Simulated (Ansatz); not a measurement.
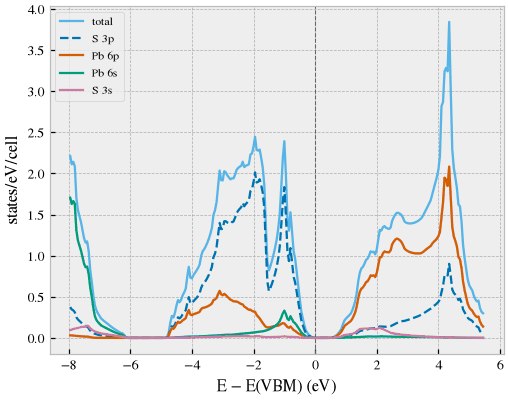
Total and projected density of states of PbS (rock salt, space group No. 225), PBE in the plane-wave PAW code Ansatz

Q: Which orbitals carry the states next to the gap?

A: Top 1 eV of the valence band: S 3p 72 %, Pb 6s 17 %, Pb 6p 9 %. Bottom 1 eV of the conduction band: Pb 6p 70 %, S 3s 15 %, S 3p 10 %. Projections are on Löwdin-orthogonalised atomic valence shells; empty p or d shells of many metals are not among them.

Q: Where is the tallest occupied peak in this window, and what makes it?

A: Near -1.9 eV, about 2.4 states/eV per cell; the largest projected share is S 3p.

Space group Fm-3m (rock salt). Symmetry was held in the PBE relaxation. Spin–orbit coupling is left out wherever it is not named.

Potentials: the later of the program's two PAW sets.
